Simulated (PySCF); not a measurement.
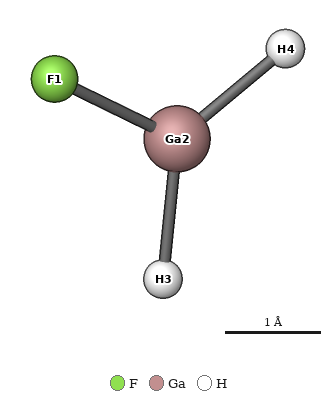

Figure 1. The structure as given in the input (ball-and-stick view, seen at a tilt; atoms are numbered from 1 in the order of the input). Sticks mark near contacts. Bond lengths as drawn: F–Ga 1.73 Å and Ga–H 1.53 to 1.54 Å.

## Geometry relaxation, with input and output: GaH$_{2}$F

GaH$_{2}$F, SMILES [F][GaH2], computed with PBE0-D3(BJ)/def2-SVP geometry optimisation, gas phase (PySCF 2.14.0).

## The program's output
```
step   0  E = -2025.24020775  max force = 0.011448
step   1  E = -2025.24088706  max force = 0.011695
step   2  E = -2025.24147016  max force = 0.003019
step   3  E = -2025.24147680  max force = 0.000870
step   4  E = -2025.24148555  max force = 0.000449
step   5  E = -2025.24149038  max force = 0.000298
optimisation converged
```

## Trajectory as extended XYZ (Å, eV, eV/Å), 6 frames, from step=0 to step=5
```
4
Properties=species:S:1:pos:R:3:forces:R:3 step=0 energy=-55109.59308
F    -1.1023   -1.2063    0.0012   -0.5887  -0.5164   0.0044
Ga    0.0659    0.0692   -0.0078    0.3720   0.4375  -0.0092
H     1.5178   -0.4060   -0.0095    0.5130  -0.2460   0.0031
H    -0.4434    1.5178   -0.0169   -0.2964   0.3248   0.0017
4
Properties=species:S:1:pos:R:3:forces:R:3 step=1 energy=-55109.61156
F    -1.1220   -1.1981    0.0112    0.6014   0.5822  -0.0120
Ga    0.1123    0.0997   -0.0020   -0.4045  -0.5092   0.0115
H     1.6049   -0.4052   -0.0056   -0.2504   0.0397   0.0006
H    -0.5073    1.5394   -0.0052    0.0536  -0.1128  -0.0001
4
Properties=species:S:1:pos:R:3:forces:R:3 step=2 energy=-55109.62743
F    -1.0919   -1.1886    0.0084    0.0944   0.1341   0.0015
Ga    0.1080    0.1052    0.0011   -0.1119  -0.1552  -0.0142
H     1.5762   -0.4198   -0.0056    0.0103   0.0232   0.0063
H    -0.5044    1.5390   -0.0055    0.0072  -0.0022   0.0064
4
Properties=species:S:1:pos:R:3:forces:R:3 step=3 energy=-55109.62761
F    -1.0986   -1.1793    0.0099   -0.0071  -0.0270  -0.0156
Ga    0.1084    0.0977   -0.0073   -0.0095   0.0133   0.0447
H     1.5803   -0.4140   -0.0022    0.0120  -0.0097  -0.0145
H    -0.5021    1.5314   -0.0019    0.0047   0.0235  -0.0146
4
Properties=species:S:1:pos:R:3:forces:R:3 step=4 energy=-55109.62785
F    -1.0982   -1.1802    0.0067   -0.0108  -0.0231   0.0025
Ga    0.1076    0.0980    0.0011    0.0004   0.0175  -0.0142
H     1.5798   -0.4152   -0.0048    0.0037  -0.0044   0.0059
H    -0.5012    1.5332   -0.0046    0.0066   0.0100   0.0058
4
Properties=species:S:1:pos:R:3:forces:R:3 step=5 energy=-55109.62798
F    -1.0967   -1.1827    0.0067    0.0053   0.0141  -0.0023
Ga    0.1066    0.0998   -0.0011   -0.0113  -0.0153   0.0016
H     1.5777   -0.4182   -0.0037   -0.0004   0.0067   0.0003
H    -0.4998    1.5369   -0.0036    0.0065  -0.0055   0.0003
```

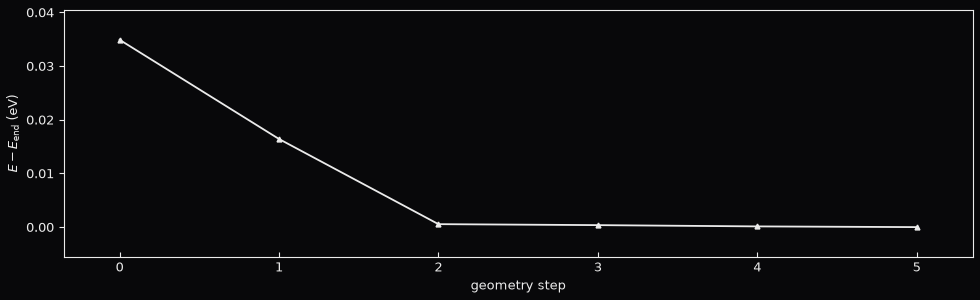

Figure 2. Progress of the relaxation, step by step (steps are counted from 0).

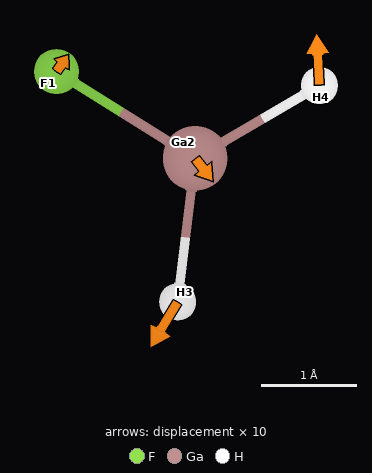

Figure 3. The starting structure with the displacements as orange arrows, magnified 10 times (ball-and-stick view, seen at a tilt). The two geometries are laid on each other by the best rigid fit. The energy falls by 0.035 eV in 5 geometry steps. Largest force component: 0.59 eV/Å at the start, 0.015 eV/Å at the end. The atom that moves furthest after the best rigid fit is H3 (0.059 Å). By element the largest moves are H 0.059 Å, Ga 0.033 Å, F 0.024 Å. Among the contacts that change: Ga2–H3 1.528 → 1.560 Å, F1–Ga2 1.730 → 1.759 Å, Ga2–H4 1.536 → 1.560 Å. Among the angles that change: H3–Ga2–H4 127.5° → 132.3°, F1–Ga2–H4 118.1° → 113.9°. (Atoms are counted from 1 in the order of the input.)

This output came from the following input.

## Input file
```
{"job": {"xc": "PBE0", "basis": "def2-SVP", "d3": "d3bj", "grid": 1, "shake": 0.01, "kind": "geom"}, "charge": 0, "multiplicity": 1}
F     -1.102310    -1.206270     0.001190
Ga     0.065860     0.069170    -0.007810
H      1.517850    -0.406040    -0.009510
H     -0.443400     1.517770    -0.016880
```

The first line tells a small driver script what to run in PySCF; the rest is the geometry in Å.

Run as:
```bash
OMP_NUM_THREADS=1 python <driver script> task.json out
```

## Key numbers

```json
{"quantity": "outcome", "value": "converged"}
{"quantity": "total energy", "value": "−2025.241490 hartree"}
{"quantity": "dipole moment", "value": "2.13 D"}
{"quantity": "point group", "value": "C2v"}
{"quantity": "hardware", "value": "1 CPU thread, shared host"}
{"quantity": "wall time", "value": "4.2 s"}
{"quantity": "peak memory", "value": "0.28 GiB"}
```
